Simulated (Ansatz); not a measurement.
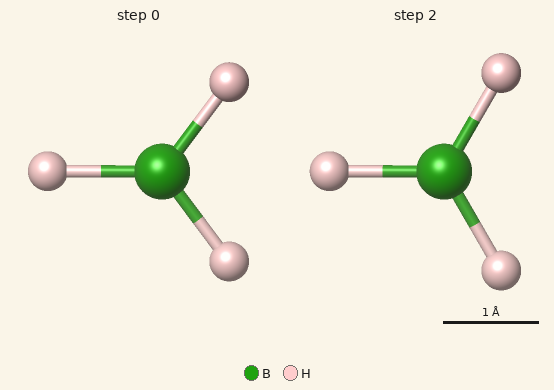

The structure of BH3 before (left) and after (right) a relaxation, at one scale.

Style: ball-and-stick. Shown face on.

The run prepares an end point of a later path (reaction) calculation, from a guessed geometry.

Level of theory: Ansatz 0.2.0, RKS PBE0-D4/def2-SVP.

Input
```yaml
crystal:
  periodic: [false, false, false]
  atoms:
    - { symbol: B, position_ang: [0.257942, 0.0, 0.148937] }
    - { symbol: H, position_ang: [0.394653, 0.0, 1.32465] }
    - { symbol: H, position_ang: [1.344521, 0.0, -0.320464] }
    - { symbol: H, position_ang: [-0.784616, 0.0, -0.453023] }
basis:
  gaussian: { orbitals: def2-SVP }
hamiltonian:
  xc: pbe0
  dispersion: d4
relax:
  f_tol: 0.03
  max_steps: 50
```

Command:
```bash
ansatz run input.yaml --threads 1 --pin off --max-ram 2048MiB --backend cpu --events-out ev --progress --plain --runs-dir out
```

Question: What changed between the two?

Answer: The largest moves after the best rigid fit, 0.11 Å, are those of H2 and H3. By element the largest moves are H 0.11 Å, B 0.05 Å. Among the contacts that change: B1–H2 1.184 → 1.207 Å. Among the angles between lasting bonds that change: H2–B1–H3 106.7° → 120.2°, H2–B1–H4 126.6° → 119.9°. After 2 geometry steps the energy has fallen by 2.51 kcal/mol. The largest force component goes from 0.91 to 0.012 eV/Å. The run took 1 s on 1 thread of Arm Neoverse V2, on a shared host, peak memory 0.08 GiB.
